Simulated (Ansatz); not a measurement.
CH$_{8}$OSi$_{2}$Zn: geometry relaxation (part 2 of 2)

The same run, continued: CH$_{8}$OSi$_{2}$Zn, SMILES C[SiH2][SiH2][O][ZnH]; RKS B3LYP-D4/def2-SVP (Ansatz 0.2.0). It belongs to a series of runs on one base structure; here: end point B relaxed.

Geometry of the input (Å):
```
C  -1.6270  0.4151  0.6869
Si 0.0786  -0.0202  1.0804
Si 0.8693  -1.2816  -0.5790
O  0.9397  -0.3888  -2.0391
Zn 0.0824  -1.0835  -3.4521
H  -2.2923  -0.4403  0.5686
H  -2.0579  1.0924  1.4950
H  -1.6548  1.0464  -0.2835
H  0.1106  -0.7577  2.3833
H  0.9023  1.1981  1.2419
H  0.0715  -2.4953  -0.6802
H  2.3080  -1.6496  -0.2342
H  1.4463  -1.9129  -4.0313
```

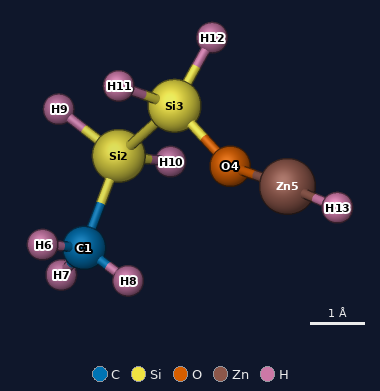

*The geometry at step 13 of the log (ball-and-stick view, seen at a tilt; atoms are numbered from 1 in the order of the input).*

Trajectory as extended XYZ, continued:
```
13
Properties=species:S:1:pos:R:3:forces:R:3 step=6 energy=-67379.51644
C    -1.6808    0.4908    0.7033   -0.0500   0.0238   0.0208
Si    0.0625    0.0111    1.2656   -0.0882   0.1326  -0.0644
Si    0.9322   -1.2716   -0.4917    0.0207   0.0227   0.1337
O     0.6989   -0.4021   -1.8918   -0.0380  -0.3223  -0.2285
Zn    0.7804   -1.2218   -3.4992    0.1870   0.0828   0.0638
H    -2.3215   -0.4025    0.6237   -0.0008   0.0048  -0.0026
H    -2.1709    1.2051    1.3841    0.0281  -0.0042  -0.0057
H    -1.6092    0.9470   -0.2972   -0.0324   0.0098   0.0052
H     0.0225   -0.6969    2.5826    0.0353  -0.0604  -0.0204
H     0.8893    1.2453    1.4389    0.0236   0.0067   0.0306
H     0.1938   -2.5848   -0.5569    0.0126  -0.0100   0.0221
H     2.3745   -1.6309   -0.2953    0.0385  -0.0086   0.0067
H     1.0051   -1.9666   -4.8095   -0.1364   0.1223   0.0386
13
Properties=species:S:1:pos:R:3:forces:R:3 step=7 energy=-67379.57808
C    -1.7316    0.5279    0.7516    0.0234   0.0062  -0.0677
Si    0.0401    0.0339    1.2148   -0.0628   0.1245  -0.0411
Si    0.9529   -1.3220   -0.4771   -0.0152  -0.0552  -0.0508
O     0.7857   -0.5637   -1.9508   -0.0125  -0.2063   0.1875
Zn    0.8759   -1.2495   -3.6001    0.0854  -0.0539  -0.0177
H    -2.3735   -0.3651    0.6769   -0.0042   0.0202  -0.0149
H    -2.1824    1.2138    1.4883    0.0569  -0.0292  -0.0192
H    -1.7229    1.0284   -0.2318   -0.0376  -0.0301   0.0446
H     0.0365   -0.6744    2.5341    0.0499  -0.0444  -0.0179
H     0.8756    1.2658    1.3681    0.0111   0.0112   0.0272
H     0.2225   -2.6486   -0.4547    0.0612   0.1067  -0.0346
H     2.3929   -1.6572   -0.1798   -0.0978   0.0492  -0.0316
H     1.0050   -1.8670   -4.9828   -0.0578   0.1010   0.0361
13
Properties=species:S:1:pos:R:3:forces:R:3 step=8 energy=-67379.54794 accepted=F
C    -1.7243    0.5197    0.6814   -0.0125   0.1937   0.3185
Si    0.0543    0.0970    1.1809    0.0758  -0.5400  -0.1318
Si    0.9367   -1.3976   -0.3971    0.1863   0.2503  -0.0676
O     0.7489   -0.6939   -1.8785   -0.0177   0.0001  -0.3764
Zn    0.8681   -1.2366   -3.5730    0.0020  -0.0106   0.0041
H    -2.3739   -0.3696    0.6323    0.1117  -0.0235   0.0258
H    -2.1232    1.1903    1.4586   -0.2217   0.0620  -0.0761
H    -1.7803    1.0390   -0.2890    0.1299  -0.0322   0.0319
H     0.1110   -0.6744    2.4662   -0.1803   0.1809   0.1238
H     0.8830    1.3320    1.3707   -0.0744  -0.0523  -0.0996
H     0.2460   -2.7328   -0.3673   -0.0581   0.0053   0.1625
H     2.3812   -1.6718   -0.1056    0.0670  -0.0865   0.0414
H     0.9492   -1.6791   -5.0228   -0.0081   0.0527   0.0433
13
Properties=species:S:1:pos:R:3:forces:R:3 step=9 energy=-67379.59699
C    -1.7324    0.5309    0.7392    0.0083   0.0013  -0.0060
Si    0.0398    0.0488    1.2044   -0.0033   0.0191  -0.0010
Si    0.9550   -1.3455   -0.4508   -0.0215  -0.0143  -0.0506
O     0.7789   -0.6349   -1.9389    0.0075  -0.0521   0.0771
Zn    0.8923   -1.2656   -3.6019    0.0107  -0.0231  -0.1032
H    -2.3738   -0.3625    0.6722   -0.0009   0.0044  -0.0019
H    -2.1737    1.2162    1.4807    0.0078  -0.0053  -0.0103
H    -1.7386    1.0296   -0.2432   -0.0046  -0.0050   0.0026
H     0.0491   -0.6683    2.5206    0.0051   0.0007  -0.0089
H     0.8739    1.2809    1.3657    0.0006   0.0066  -0.0015
H     0.2328   -2.6678   -0.4098    0.0187   0.0014   0.0348
H     2.3950   -1.6564   -0.1541   -0.0154   0.0081   0.0127
H     0.9782   -1.7833   -5.0274   -0.0129   0.0582   0.0561
13
Properties=species:S:1:pos:R:3:forces:R:3 step=11 energy=-67379.61152
C    -1.7218    0.5264    0.7007   -0.0218  -0.0023  -0.0116
Si    0.0454    0.0558    1.1911    0.0125  -0.0289   0.0407
Si    0.9607   -1.4206   -0.3918   -0.0203   0.0419  -0.0759
O     0.7429   -0.7705   -1.9003    0.0166  -0.0658   0.1600
Zn    0.8625   -1.2255   -3.6121   -0.0044  -0.0311  -0.1744
H    -2.3699   -0.3648    0.6768    0.0052   0.0129  -0.0021
H    -2.1588    1.2505    1.4072    0.0075  -0.0086  -0.0123
H    -1.7246    0.9761   -0.3052   -0.0002  -0.0075   0.0040
H     0.0477   -0.6091    2.5349   -0.0060   0.0211   0.0049
H     0.8804    1.2928    1.3096    0.0078  -0.0043  -0.0163
H     0.2722   -2.7557   -0.2607    0.0221   0.0405  -0.0138
H     2.4123   -1.6777   -0.0975   -0.0199  -0.0019  -0.0141
H     0.9275   -1.5553   -5.0960    0.0008   0.0339   0.1109
13
Properties=species:S:1:pos:R:3:forces:R:3 step=12 energy=-67379.61400
C    -1.7118    0.5155    0.6735   -0.0504   0.0411  -0.0055
Si    0.0481    0.0547    1.1999    0.0411  -0.0359   0.0069
Si    0.9621   -1.4515   -0.3570   -0.0055  -0.0299  -0.0834
O     0.7157   -0.8319   -1.8706    0.0084  -0.0418  -0.0590
Zn    0.8370   -1.1996   -3.6095   -0.0120   0.0208  -0.0297
H    -2.3697   -0.3699    0.6838    0.0293   0.0323   0.0056
H    -2.1452    1.2755    1.3454    0.0032  -0.0362  -0.0397
H    -1.7045    0.9206   -0.3527    0.0141  -0.0247   0.0501
H     0.0391   -0.5639    2.5666   -0.0091   0.0250  -0.0238
H     0.8941    1.2887    1.2785   -0.0199  -0.0059  -0.0044
H     0.2930   -2.7922   -0.1992    0.0046   0.0280   0.0051
H     2.4201   -1.6927   -0.0861   -0.0032   0.0083   0.0089
H     0.8987   -1.4311   -5.1160   -0.0008   0.0190   0.1689
13
Properties=species:S:1:pos:R:3:forces:R:3 step=13 energy=-67379.61556
C    -1.7061    0.5115    0.6661   -0.0443   0.0197  -0.0158
Si    0.0524    0.0507    1.1984    0.0102  -0.0118   0.0254
Si    0.9633   -1.4620   -0.3539   -0.0220   0.0298   0.0029
O     0.7073   -0.8307   -1.8595    0.0117  -0.0393  -0.0795
Zn    0.8254   -1.1854   -3.5993   -0.0020   0.0116  -0.0415
H    -2.3654   -0.3724    0.6860    0.0187   0.0249  -0.0004
H    -2.1418    1.2808    1.3253    0.0144  -0.0299  -0.0278
H    -1.6935    0.9022   -0.3653    0.0067  -0.0201   0.0401
H     0.0386   -0.5544    2.5704   -0.0039   0.0155  -0.0124
H     0.8923    1.2891    1.2707    0.0006  -0.0138  -0.0088
H     0.2908   -2.7999   -0.1961    0.0182   0.0120  -0.0020
H     2.4223   -1.6948   -0.0828   -0.0038  -0.0154  -0.0104
H     0.8911   -1.4124   -5.1034   -0.0045   0.0169   0.1303
13
Properties=species:S:1:pos:R:3:forces:R:3 step=14 energy=-67379.61678
C    -1.7019    0.5055    0.6581   -0.0161   0.0094  -0.0189
Si    0.0546    0.0488    1.2026   -0.0020   0.0022   0.0166
Si    0.9620   -1.4650   -0.3502    0.0046   0.0029   0.0592
O     0.7003   -0.8217   -1.8483   -0.0036  -0.0103  -0.0282
Zn    0.8152   -1.1692   -3.5854    0.0025   0.0028  -0.0616
H    -2.3623   -0.3764    0.6906    0.0069   0.0090  -0.0025
H    -2.1412    1.2879    1.2983    0.0181  -0.0175  -0.0130
H    -1.6798    0.8747   -0.3804   -0.0041  -0.0099   0.0227
H     0.0364   -0.5399    2.5805    0.0019   0.0030  -0.0032
H     0.8964    1.2864    1.2609    0.0022  -0.0069  -0.0032
H     0.2951   -2.8047   -0.1971   -0.0143  -0.0006  -0.0064
H     2.4207   -1.7098   -0.0897    0.0064   0.0091  -0.0058
H     0.8812   -1.3943   -5.0831   -0.0025   0.0068   0.0443
13
Properties=species:S:1:pos:R:3:forces:R:3 step=15 energy=-67379.61728
C    -1.6959    0.4985    0.6468   -0.0114   0.0237  -0.0007
Si    0.0575    0.0481    1.2074   -0.0001  -0.0025  -0.0146
Si    0.9598   -1.4738   -0.3401    0.0084   0.0133   0.0521
O     0.6890   -0.8339   -1.8383   -0.0041  -0.0092  -0.0332
Zn    0.8057   -1.1551   -3.5804   -0.0015   0.0065  -0.0079
H    -2.3583   -0.3813    0.6923    0.0056   0.0084  -0.0005
H    -2.1352    1.2937    1.2710    0.0081  -0.0192  -0.0163
H    -1.6680    0.8484   -0.3983    0.0005  -0.0105   0.0274
H     0.0362   -0.5255    2.5915   -0.0025   0.0032  -0.0056
H     0.9028    1.2838    1.2516   -0.0046  -0.0026   0.0032
H     0.2910   -2.8118   -0.1810    0.0035  -0.0032  -0.0051
H     2.4216   -1.7101   -0.0874   -0.0022  -0.0097  -0.0067
H     0.8706   -1.3590   -5.0783    0.0002   0.0020   0.0077
13
Properties=species:S:1:pos:R:3:forces:R:3 step=16 energy=-67379.61751
C    -1.6933    0.4961    0.6383   -0.0078   0.0154  -0.0159
Si    0.0587    0.0484    1.2061    0.0031   0.0046   0.0117
Si    0.9626   -1.4860   -0.3280   -0.0045   0.0035  -0.0048
O     0.6789   -0.8550   -1.8280    0.0016  -0.0090  -0.0476
Zn    0.7976   -1.1433   -3.5763   -0.0035   0.0095   0.0329
H    -2.3578   -0.3814    0.6966    0.0052   0.0140  -0.0006
H    -2.1308    1.3025    1.2494    0.0131  -0.0258  -0.0170
H    -1.6626    0.8291   -0.4125   -0.0028  -0.0104   0.0336
H     0.0330   -0.5104    2.5962   -0.0009   0.0017  -0.0082
H     0.9039    1.2846    1.2416   -0.0022  -0.0049  -0.0010
H     0.2978   -2.8252   -0.1607    0.0058   0.0022   0.0065
H     2.4272   -1.7196   -0.0883   -0.0082  -0.0010   0.0077
H     0.8616   -1.3175   -5.0776    0.0010   0.0000   0.0027
13
Properties=species:S:1:pos:R:3:forces:R:3 step=18 energy=-67379.61770
C    -1.6938    0.4967    0.6418   -0.0026   0.0079  -0.0042
Si    0.0596    0.0500    1.2047   -0.0062   0.0014   0.0009
Si    0.9567   -1.4876   -0.3300    0.0015  -0.0031  -0.0048
O     0.6643   -0.8676   -1.8330    0.0042  -0.0063  -0.0125
Zn    0.8026   -1.1441   -3.5808   -0.0059   0.0043   0.0177
H    -2.3586   -0.3801    0.7030    0.0030   0.0041   0.0001
H    -2.1290    1.3031    1.2534    0.0033  -0.0080  -0.0049
H    -1.6669    0.8288   -0.4086   -0.0010  -0.0034   0.0101
H     0.0370   -0.5080    2.5950    0.0025  -0.0009  -0.0040
H     0.9052    1.2858    1.2372   -0.0001  -0.0017  -0.0013
H     0.2981   -2.8282   -0.1504    0.0000   0.0040   0.0019
H     2.4224   -1.7166   -0.0932   -0.0016   0.0014   0.0000
H     0.8792   -1.3100   -5.0823    0.0029   0.0004   0.0009
13
Properties=species:S:1:pos:R:3:forces:R:3 step=19 energy=-67379.61777
C    -1.6953    0.4979    0.6451    0.0015  -0.0018   0.0027
Si    0.0602    0.0514    1.2013   -0.0018  -0.0021  -0.0035
Si    0.9501   -1.4939   -0.3300   -0.0035   0.0009  -0.0049
O     0.6419   -0.8866   -1.8351    0.0054  -0.0039  -0.0016
Zn    0.8068   -1.1423   -3.5831   -0.0046  -0.0001   0.0094
H    -2.3603   -0.3780    0.7124   -0.0001  -0.0003  -0.0001
H    -2.1268    1.3063    1.2561   -0.0008   0.0011   0.0011
H    -1.6733    0.8263   -0.4062    0.0003   0.0001  -0.0013
H     0.0449   -0.5029    2.5929    0.0000   0.0017   0.0008
H     0.9070    1.2865    1.2252    0.0007   0.0002  -0.0002
H     0.2985   -2.8354   -0.1343    0.0012   0.0034  -0.0008
H     2.4187   -1.7142   -0.1030   -0.0008  -0.0001  -0.0014
H     0.9043   -1.2928   -5.0848    0.0026   0.0010  -0.0002
13
Properties=species:S:1:pos:R:3:forces:R:3 step=20 energy=-67379.61779
C    -1.6970    0.4986    0.6487    0.0035  -0.0054   0.0026
Si    0.0601    0.0517    1.1994    0.0022   0.0024  -0.0023
Si    0.9467   -1.4954   -0.3318   -0.0054  -0.0021  -0.0006
O     0.6335   -0.8926   -1.8374    0.0024  -0.0003   0.0037
Zn    0.8103   -1.1431   -3.5845   -0.0012  -0.0012  -0.0016
H    -2.3619   -0.3772    0.7178   -0.0014  -0.0023   0.0000
H    -2.1265    1.3068    1.2611   -0.0012   0.0040   0.0030
H    -1.6782    0.8270   -0.4025   -0.0001   0.0015  -0.0052
H     0.0491   -0.4995    2.5922    0.0000  -0.0010   0.0009
H     0.9078    1.2862    1.2189   -0.0001   0.0021  -0.0004
H     0.2970   -2.8369   -0.1304    0.0012   0.0010  -0.0021
H     2.4163   -1.7138   -0.1089   -0.0006   0.0003   0.0002
H     0.9194   -1.2896   -5.0860    0.0009   0.0010   0.0018
```

Summary:

| quantity | value |
| --- | --- |
| outcome | converged |
| total energy | −67379.6181 eV |
| mean-field energy | −67379.1266 eV |
| largest force (length of the vector) at the end | 0.007 eV/Å |
| hardware | 2 threads of Arm Neoverse V1, 24 GiB of memory available, shared host |
| wall time | 1.9 min (CPU time 3.6 min) |
| peak memory | 0.36 GiB |
